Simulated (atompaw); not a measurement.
**Pseudopotential generation for Sn: PAW (atompaw), PBE**

Task: generate the file, and judge it by its logarithmic derivatives, its ghosts and its cutoff.

Method: atompaw 4.2.0.5, PBE, scalar-relativistic.

### 1 The atom and the settings

The settings as typed:

| Quantity | Value |
| --- | --- |
| element | tin (Sn, Z = 50) |
| type | PAW |
| frozen core | [Ar] 3d10 |
| valence charge | 22 |
| reference configuration | 4s2 4p6 4d10 5s2 5p2 |
| partial waves | 4s (bound); 5s (bound); 4p (bound); 5p (bound); 4d (bound); 4d channel at -1.55 Ry |
| local potential | bessel scheme, radius 1.30 bohr |
| core correction | smooth core density matched at 1.80 bohr |
| augmentation charge | besselshape compensation charge, radius 1.60 bohr; PAW radius 1.85 bohr; waves and projectors: bloechl |

An earlier all-electron run gives the scale for the radii.

All-electron outer shells of the reference configuration (PBE, scalar-relativistic, ld1.x):

```tsv
shell	level (eV)	outermost node (bohr)	outermost maximum (bohr)
3p	-698.81	0.14	0.30
3d	-473.43	–	0.25
4s	-133.93	0.40	0.74
4p	-89.70	0.41	0.79
4d	-25.84	0.39	0.88
5s	-10.55	0.98	2.01
5p	-3.69	1.09	2.55
```

### 2 Generating the potential

Sn.input reads:

```
Sn 50
GGA-PBE scalarrelativistic loggrid 1500 logderivrange -12 5 426
5 5 4 0 0 0
5 1 2
0 0 0
c
c
c
v
v
c
c
v
v
c
v
2
1.85 1.60 1.30 1.80
n
n
y
-1.55
n
bloechl besselshape
bessel
PWSCFOUT
UPFDX 0.0125d0 UPFXMIN -7.d0 UPFZMESH 50.d0
END
```

The run is started by

```sh
$ atompaw < Sn.input > Sn.log
```

What the program wrote to the file Sn (summary file):

```text
 Completed calculations for Sn (AE)

 Exchange-correlation type: GGA, Perdew-Burke-Ernzerhof

 Radial integration grid is logarithmic 
 r0 =   1.7396511E-04 h =   8.6982553E-03   n =      1500 rmax =   8.0000000E+01

 Scalar relativistic calculation

 AEatom converged in  32 iterations
   nz     =  50.00
   delta  =       8.103634612370E-17

 All Electron Orbital energies:         
  n  l      occupancy      energy
  1  0      2.0000000E+00 -2.1325094E+03
  2  0      2.0000000E+00 -3.2193196E+02
  3  0      2.0000000E+00 -6.2124667E+01
  4  0      2.0000000E+00 -9.8437017E+00
  5  0      2.0000000E+00 -7.7535632E-01
  2  1      6.0000000E+00 -2.8899305E+02
  3  1      6.0000000E+00 -5.1361590E+01
  4  1      6.0000000E+00 -6.5928432E+00
  5  1      2.0000000E+00 -2.7152805E-01
  3  2      1.0000000E+01 -3.4795994E+01
  4  2      1.0000000E+01 -1.8991319E+00

 Total energy
   Total                    :   -12354.40467430889657

 ---
 Completed calculations for Sn (SC)

 Exchange-correlation type: GGA, Perdew-Burke-Ernzerhof

 Radial integration grid is logarithmic 
 r0 =   1.7396511E-04 h =   8.6982553E-03   n =      1500 rmax =   8.0000000E+01

 Scalar relativistic calculation

 SCatom converged in   3 iterations
   nz     =  50.00
   delta  =       2.478644501883E-17

 Valence Electron Orbital energies:         
  n  l      occupancy      energy
   4  0      2.0000000E+00 -9.8437017E+00
   5  0      2.0000000E+00 -7.7535632E-01
   4  1      6.0000000E+00 -6.5928432E+00
   5  1      2.0000000E+00 -2.7152805E-01
   4  2      1.0000000E+01 -1.8991319E+00

 Total energy
   Total                    :   -12354.40467430904573
   Valence                  :     -713.78594220844093

 PAW parameters: 
       lmax =            2
         rc =    1.8507487545740160     
        irc =         1067
   rc_shape =    1.6102737077174183     
    rc_vloc =    1.3068517008943323     
    rc_core =    1.8030740945321695     
   Vloc: truncated form - Vps(r)=A.sin(qr)/r for r<rc
   Projector type: Bloechl + Gram-Schmidt ortho.
   Bessel compensation charge shape zeroed at   1.6103E+00

 Number of basis functions     6
 No.   n  nodes  l      Energy         Cp coeff         Occ
  1    4    3    0   -0.9843702E+01  0.4209099E+01  0.2000000E+01
  2    5    4    0   -0.7753563E+00 -0.2147390E+01  0.2000000E+01
  3    4    2    1   -0.6592843E+01  0.8919468E+01  0.6000000E+01
  4    5    3    1   -0.2715281E+00  0.7530037E+01  0.2000000E+01
  5    4    1    2   -0.1899132E+01  0.1101252E+02  0.1000000E+02
  6  999    2    2   -0.1550000E+01  0.5078628E+02  0.0000000E+00

 Eigenvalues of overlap operator (in the basis of projectors):
    1        5.02098767E-03
    2        4.15553797E-01
    3        1.31166153E+00
    4        1.35999958E+00
    5        2.61143908E+00
    6        8.41126849E+00

 Orbital leakage outside PAW augmentation regions
   orb  is_core?  %out_of_sphere
   1 0    T           0.00
   2 0    T           0.00
   3 0    T           0.00
   4 0    F           0.27
   5 0    F          72.67
   2 1    T          -0.00
   3 1    T           0.00
   4 1    F           0.86
   5 1    F          89.47
   3 2    T           0.00
   4 2    F           6.98

 Summary of PAW energies
   Total valence energy     :   -713.78595794245928
   Smooth energy            :    166.62576655314732
   One center               :   -880.41172449560656
   Smooth kinetic           :    109.83851089125511
   Vloc energy              :     36.43042215054582
   Smooth exch-corr         :    -28.62838334327938
   One-center xc            :   -300.89650366796673
```

Wall time 3 s (1 thread of Intel Xeon 6975P-C, shared host).

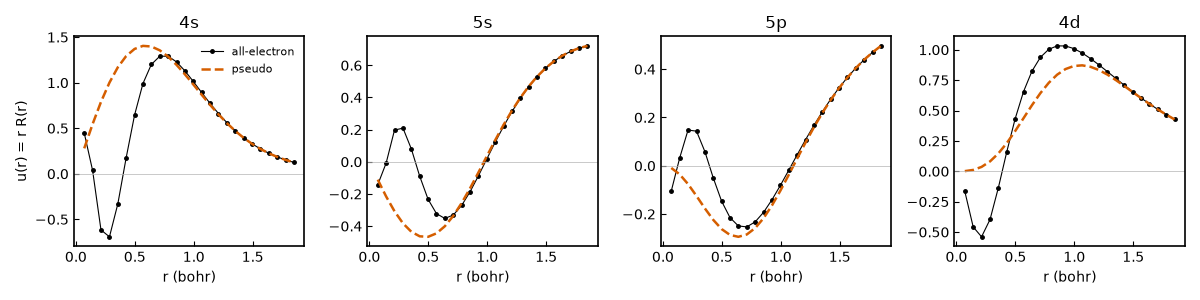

Bound waves of the atom and their pseudo partners (4s, 5s, 5p, 4d). The curves join 26 sampled radii, too few to resolve the innermost nodes.

### 3 Does it scatter like the atom?

Taken from the files of the generation run. The phase is arctan(r·u′/u) with u = r·R, unwrapped, with energies in Ry. A pole is an energy at which the radial function vanishes at the test radius. The pseudo phase is shifted by a multiple of π to meet the all-electron one at the reference energy. Levels narrower than the energy grid can be missing from the poles. The last column is the largest difference on the grid between −1 and +1 Ry.

```tsv
channel	radius (bohr)	reference (Ry)	poles AE	poles PS	window around the reference with phases within 0.05 rad (Ry)	largest difference near zero (rad)
s	1.85	-0.78	-9.76	-9.76	the whole range	0.003
p	1.85	-0.27	-6.40	-6.40	the whole range	0.000
d	1.85	-1.90	-1.28	-1.28, 1.79	below 0.8	0.072
```

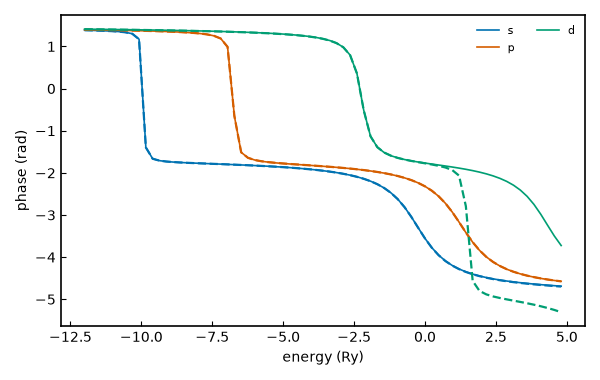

All-electron (solid) and pseudo (dashed) phases against energy.

### 4 Plane-wave convergence, by spherical Bessel functions

This step uses the generator's waves and projectors in a separate script. Basis: spherical Bessel functions vanishing at 20 bohr, q² up to the cutoff; potential fixed at the reference.

All-electron valence levels (Ry): 4s -9.8437, 5s -0.7754, 4p -6.5928, 5p -0.2715, 4d -1.8991. The lowest levels of each channel (Ry) by cutoff; the last column sums, over occupied levels, occupation times the distance from the level at 400 Ry. A positive value at high cutoff is not a bound level.

```
cutoff (Ry)     s #1     s #2     p #1     p #2     d #1    f #1  Σ f·Δε (mRy)
          8  -8.2577  -0.5245  -4.1798  -0.0942  -0.4228  0.1045       33269.8
         12  -9.1591  -0.6530  -5.3325  -0.1414  -1.0634  0.1045       17793.7
         21  -9.7516  -0.7591  -6.2823  -0.2116  -1.7276  0.1045        3915.7
         30  -9.8299  -0.7737  -6.5305  -0.2528  -1.8613  0.1045         821.1
         40  -9.8427  -0.7753  -6.5817  -0.2675  -1.8952  0.1045         116.5
         50  -9.8436  -0.7753  -6.5913  -0.2710  -1.8987  0.1045          14.6
         55  -9.8436  -0.7753  -6.5921  -0.2713  -1.8990  0.1045           6.1
         70  -9.8437  -0.7754  -6.5928  -0.2715  -1.8991  0.1045           0.5
         90  -9.8437  -0.7754  -6.5928  -0.2715  -1.8991  0.1045           0.0
        400  -9.8437  -0.7754  -6.5928  -0.2715  -1.8991  0.1045           0.0
```

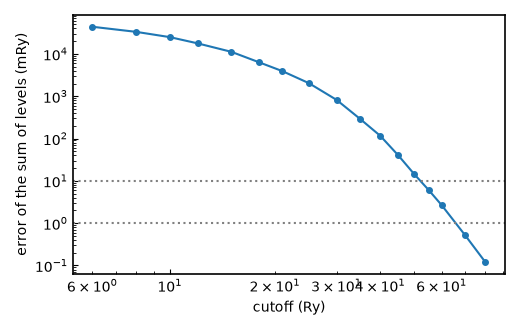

Occupation-weighted error of the valence levels against the cutoff; the dotted lines mark 10 and 1 mRy.

The sum stays within 10 mRy from 55 Ry and within 1 mRy from 70 Ry. The sum leaves out empty levels, which can need more. Ghost test: no level below the all-electron spectrum of its channel (s, p, d, f tested).

### 5 Results

| quantity | value |
| --- | --- |
| cutoffs for 10 and 1 mRy, occupied levels | 55 Ry and 70 Ry |
| bound ghosts | none found |
| largest phase difference near zero energy, channels read | 0.072 rad |
| lowest eigenvalue of the overlap (Bessel basis) | 0.005 (d) |
| share of valence orbitals outside the PAW sphere | 4s 0 %, 5s 73 %, 4p 1 %, 5p 89 %, 4d 7 % |
| UPF file | written |

What this shows: The overlap operator is nearly singular (0.005). By its cutoff, 55 Ry for the looser tolerance, it is of middling hardness. No bound ghost shows below the valence levels. Near zero energy the largest phase difference among the channels read is 0.07 rad, in the d channel (at the energies tabulated). The pseudo curves have a pole with no partner nearby in the atom's: d at 1.79 Ry. At positive energy that is a spurious or a displaced resonance. All of this concerns the isolated atom, not yet a solid.
